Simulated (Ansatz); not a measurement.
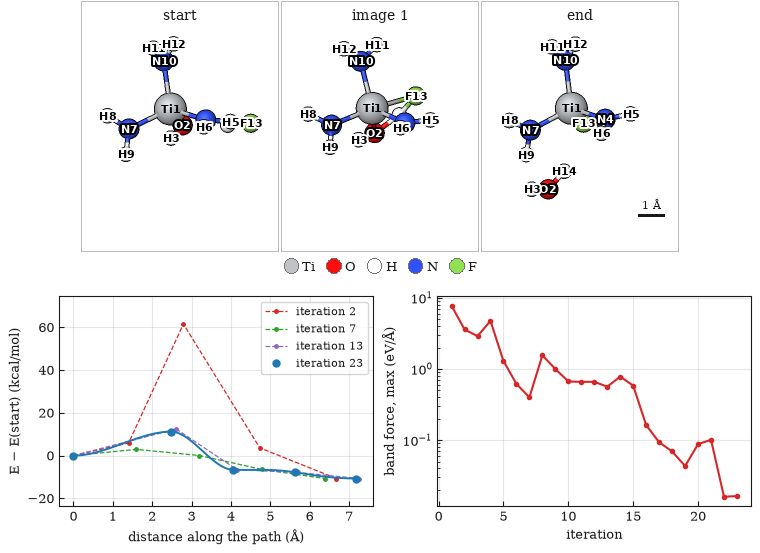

NEB run on TiN₃H₈OF. Images are numbered from 0 (start) to 4 (end). The plot follows the band through its iterations. The picture is a ball-and-stick view, seen at a tilt.

The calculation used RHF/def2-SVP (Ansatz 0.2.0). Run with 3 movable images; climbing image; force threshold 0.03 eV/Å; iteration limit 60; starting path through a guess of the saddle point.

**Judge this run.**

The run is converged, with reservations. The band converged in 23 iterations. The largest component of the band force went from 7.7 to 0.016 eV/Å. The climbing image converged on the top of the path. Its curvatures weren't checked. So few images resolve the path coarsely. The first iteration put the highest image at 121.1 kcal/mol. The highest point, image 1, lies 11.2 kcal/mol above the start and 21.9 kcal/mol above the end; the end is at −10.7 kcal/mol relative to the start.

Limits of the set-up: Hartree-Fock leaves out electron correlation.

The run took 2.3 min on 4 threads of Arm Neoverse V1 (shared host), peak memory 0.45 GiB.
